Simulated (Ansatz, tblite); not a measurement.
**Si10H18 bond disc (Si₈Sn₂H₁₈): spin states and exact exchange**

Is the singlet the ground state of Si10H18 bond disc (Si₈Sn₂H₁₈)? Other spin states are computed and compared level by level.

Computed with Ansatz 0.2.0, Gaussian basis. Level: as each input shows.

Plan: triplet, at the geometry of the singlet (GFN1-xTB, GFN2-xTB, PBE0-D4/def2-SVP, PBE-D4/def2-SVP); the singlet's energies come from earlier runs.

6 further runs of the same task are left out: 3 that didn't finish, 3 set aside as unsound or not needed. Runs told in other sessions of the task aren't counted.

### 1 The relaxed structure

The singlet was relaxed beforehand with PBE0-D4/def2-SVP.

28 atoms, charge 0, spin multiplicity 1.

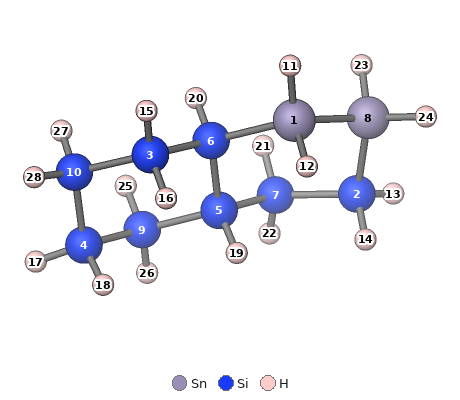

The structure; tin purple, silicon blue, hydrogen pink; atoms are numbered from 1 in the order of the file.

As a file:

```
Sn   -2.18441    0.54186    2.23873
Si   -1.91859    3.52462   -0.87291
Si    0.79163   -2.16962    1.97889
Si    3.51036   -1.93331   -0.65077
Si    0.62517    0.61466   -0.66405
Si   -0.63649   -0.82147    0.69665
Si   -0.78063    1.86180   -2.07325
Sn   -3.59447    2.39634    0.71954
Si    2.08116   -0.65201   -2.00002
Si    2.18574   -3.43220    0.57597
H    -3.23121   -0.50531    3.10926
H    -1.20003    1.36775    3.37873
H    -2.61316    4.47543   -1.79862
H    -0.92433    4.29857   -0.06382
H    -0.01047   -3.05025    2.88715
H     1.63776   -1.26785    2.82439
H     4.52680   -2.65857   -1.47759
H     4.22890   -1.02636    0.30006
H     1.42002    1.53724    0.21102
H    -1.46705   -1.68749   -0.20320
H    -1.77126    0.92005   -2.68647
H     0.03078    2.46753   -3.17786
H    -4.78864    1.57942   -0.20523
H    -4.38878    3.55091    1.71254
H     1.24797   -1.57323   -2.83782
H     2.85425    0.24735   -2.91513
H     1.33744   -4.22271   -0.37202
H     3.03155   -4.38315    1.36580
```

Sn takes a core potential in the def2 sets. No spin-orbit coupling is included.

### 2 Triplet at the fixed geometry, GFN1-xTB

Tight binding, by tblite at 300 K electronic temperature and without a spin-polarisation term:

```python
tblite.interface.Calculator('GFN1-xTB', numbers, positions, charge=0, uhf=2).singlepoint()
```

Energy -798.7206 eV; 0.045 s.

### 3 Triplet at the fixed geometry, GFN2-xTB

Tight binding, by tblite at 300 K electronic temperature and without a spin-polarisation term:

```python
tblite.interface.Calculator('GFN2-xTB', numbers, positions, charge=0, uhf=2).singlepoint()
```

Energy -735.0740 eV; 0.05 s.

### 4 Triplet at the fixed geometry, PBE0-D4/def2-SVP

Input file in.yaml:

```yaml
crystal:
  periodic: [false, false, false]
  atoms:
    - {symbol: Sn, position_ang: [-2.184411, 0.541861, 2.238725]}
    - {symbol: Si, position_ang: [-1.918591, 3.524624, -0.872909]}
    - {symbol: Si, position_ang: [0.791628, -2.169618, 1.978888]}
    - {symbol: Si, position_ang: [3.510359, -1.933313, -0.650768]}
    - {symbol: Si, position_ang: [0.625170, 0.614664, -0.664052]}
    - {symbol: Si, position_ang: [-0.636494, -0.821474, 0.696654]}
    - {symbol: Si, position_ang: [-0.780629, 1.861803, -2.073247]}
    - {symbol: Sn, position_ang: [-3.594467, 2.396342, 0.719545]}
    - {symbol: Si, position_ang: [2.081165, -0.652013, -2.000019]}
    - {symbol: Si, position_ang: [2.185744, -3.432204, 0.575969]}
    - {symbol: H, position_ang: [-3.231212, -0.505308, 3.109263]}
    - {symbol: H, position_ang: [-1.200029, 1.367748, 3.378732]}
    - {symbol: H, position_ang: [-2.613158, 4.475425, -1.798618]}
    - {symbol: H, position_ang: [-0.924334, 4.298567, -0.063820]}
    - {symbol: H, position_ang: [-0.010470, -3.050253, 2.887151]}
    - {symbol: H, position_ang: [1.637761, -1.267853, 2.824390]}
    - {symbol: H, position_ang: [4.526797, -2.658571, -1.477592]}
    - {symbol: H, position_ang: [4.228900, -1.026361, 0.300063]}
    - {symbol: H, position_ang: [1.420020, 1.537245, 0.211021]}
    - {symbol: H, position_ang: [-1.467047, -1.687490, -0.203196]}
    - {symbol: H, position_ang: [-1.771260, 0.920047, -2.686472]}
    - {symbol: H, position_ang: [0.030782, 2.467531, -3.177860]}
    - {symbol: H, position_ang: [-4.788642, 1.579420, -0.205232]}
    - {symbol: H, position_ang: [-4.388784, 3.550911, 1.712545]}
    - {symbol: H, position_ang: [1.247973, -1.573228, -2.837816]}
    - {symbol: H, position_ang: [2.854252, 0.247355, -2.915133]}
    - {symbol: H, position_ang: [1.337437, -4.222710, -0.372023]}
    - {symbol: H, position_ang: [3.031551, -4.383146, 1.365801]}
basis:
  gaussian: {orbitals: def2-SVP}
magnetization: {spin_polarized: true, initial_magnetization: 2}
hamiltonian: {xc: pbe0, dispersion: d4}
scf: {omitted_lower_state_checks: [starts]}
output: {orbitals: {seedname: orbitals}}
```

Run with:

```bash
$ ansatz run in.yaml --threads 4 --pin off --events-out ev --progress --plain --max-ram 6963MiB
```

The log of the run:

```text
Functional definition: PBE0
  name "PBE0"
  cite "Adamo & Barone, J. Chem. Phys. 110, 6158 (1999) doi:10.1063/1.478522"
  cite "Perdew, Burke & Ernzerhof, Phys. Rev. Lett. 77, 3865 (1996) doi:10.1103/PhysRevLett.77.3865"
  parent pbe
  parameter a = 0.25
  parameter kappa = 0.804
  parameter beta = 0.06672455060314922
  exchange = (1 - a)*pbe_x(kappa = kappa, mu = beta*pi^2/3) + a*exact_x
  correlation = pbe_c(beta = beta)
these checks for a lower state are left out or cut short: starts
2958 factors; integrals over basis functions are off by at most 6.5e-4 eV
mean field evaluation 1: about -74926.3010 eV, gradient 1.3e1 eV
mean field evaluation 2: about -74924.6439 eV, gradient 1.8e1 eV
mean field evaluation 4: about -74927.7778 eV, gradient 1.9e0 eV
mean field evaluation 8: about -74927.9004 eV, gradient 4.4e-1 eV
mean field evaluation 16: about -74927.9050 eV, gradient 1.4e-2 eV
mean field evaluation 32: about -74927.9050 eV, gradient 1.8e-4 eV
mean field -74927.90500689 eV, -2753.5497210451 hartree, gradient 2.1e-5 eV, S^2 2.005423; 0 other end points of the search recorded, 0 dependent functions left out
reference -74927.90506343 eV, -2753.5497231228 hartree; 88, 86 occupied and 198, 200 virtual orbitals, 2958 factors
Total energy: -74929.06548225 eV, -2753.5923677278 hartree
Checks for a lower state left out: starts
```

Wall time 51 s (4 threads of Arm Neoverse V2, shared host); peak memory 2.2 GiB.

Report: HOMO -2.63 eV, LUMO -5.67 eV (over both spins; with the spin held, an empty level of the minority spin lies below the top filled one); ⟨S²⟩ 2.005 (pure: 2.00).

### 5 Triplet at the fixed geometry, PBE-D4/def2-SVP

start.molden holds the orbitals of an earlier run on this state, given as this run's starting guess.

in.yaml, as its differences from that of step 4:

```diff
@@ -32,5 +32,5 @@
 basis:
-  gaussian: {orbitals: def2-SVP}
+  gaussian: {orbitals: def2-SVP, initial_orbitals: start.molden}
 magnetization: {spin_polarized: true, initial_magnetization: 2}
-hamiltonian: {xc: pbe0, dispersion: d4}
+hamiltonian: {xc: pbe, dispersion: d4}
 scf: {omitted_lower_state_checks: [starts]}
```

The command is unchanged.

The log of the run:

```text
Functional definition: PBE
  name "PBE"
  cite "Perdew, Burke & Ernzerhof, Phys. Rev. Lett. 77, 3865 (1996) doi:10.1103/PhysRevLett.77.3865"
  parent pbe
  parameter kappa = 0.804
  parameter beta = 0.06672455060314922
  exchange = pbe_x(kappa = kappa, mu = beta*pi^2/3)
  correlation = pbe_c(beta = beta)
these checks for a lower state are left out or cut short: starts
3194 factors; their error is unknown
mean field evaluation 1: about -74920.7674 eV, gradient 6.7e0 eV
mean field evaluation 2: about -74921.0075 eV, gradient 3.3e-1 eV
mean field evaluation 4: about -74920.7557 eV, gradient 9.1e-2 eV
mean field evaluation 8: about -74920.7560 eV, gradient 2.8e-5 eV
mean field -74920.75598194 eV, -2753.2869992241 hartree, gradient 1.1e-5 eV, S^2 2.002758; 0 other end points of the search recorded, 0 dependent functions left out
reference -74920.75605721 eV, -2753.2870019899 hartree; 88, 86 occupied and 198, 200 virtual orbitals, 3194 factors
Total energy: -74922.05305495 eV, -2753.3346657778 hartree
Checks for a lower state left out: starts
```

Run time: 19 s. Hardware: 4 threads of Arm Neoverse V2, shared host.

From the report: HOMO -2.14 eV, LUMO -6.02 eV (over both spins; with the spin held, an empty level of the minority spin lies below the top filled one); ⟨S²⟩ 2.003 (pure: 2.00).

### 6 Triplet less singlet, vertical

The singlet's energies are those of its earlier runs, whose logs aren't repeated here.

```csv
level,"triplet less singlet, vertical (kJ/mol)",time
GFN1-xTB,+268.5,0.079 s
GFN2-xTB,+256.6,0.086 s
PBE-D4/def2-SVP,+392.3,26 s
PBE0-D4/def2-SVP,+433.6,65 s
```

Times add the two runs; a level without a time comes out of a correlated run. Tight binding without a spin term can't rank spin states.

### 7 Results

```
                                               quantity                                       value
triplet less singlet, vertical, functionals in def2-SVP  +392.3 (PBE-D4) to +433.6 kJ/mol (PBE0-D4)
```

All functionals put the triplet above the singlet, over a spread of 41.3 kJ/mol. The checks for a lower triplet were left out, so another state of that spin may lie lower. These are electronic energies, without zero-point motion, entropy or surroundings.
